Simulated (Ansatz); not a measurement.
Base system: AlN in the wurtzite structure (space group P6_3mc, No. 186; a = 3.130 Å, c = 5.018 Å).

One thing is altered: a fraction x = 0.667 of the Al sites is given to Ga, ordered in a cell of 12 atoms (starting symmetry Cm) and fully relaxed.

The values are results of DFT with PBE, PAW potentials and a 420 eV plane-wave cutoff in Ansatz (a quantum-chemistry and plane-wave program), without spin-orbit coupling, not measurements.

The zone is the changed cell's own and can be folded.

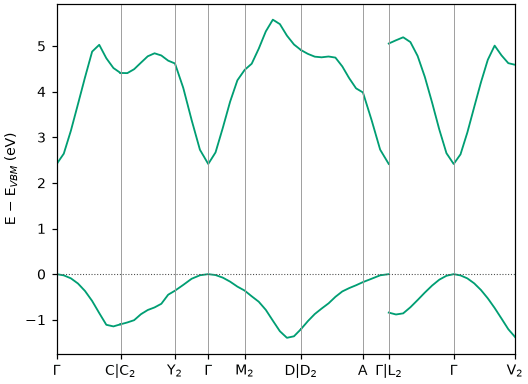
Figure: Highest valence and lowest conduction band along the path of the changed cell's own zone

Problem. From the figure, how large is the changed gap, and is it direct?

Solution. About 2.4 eV, direct at Γ.

These are small ordered cells, not random alloys; other orderings at the same x differ. Stability against distortions was not tested. Labels are those of the standard path for the cell's own space group.
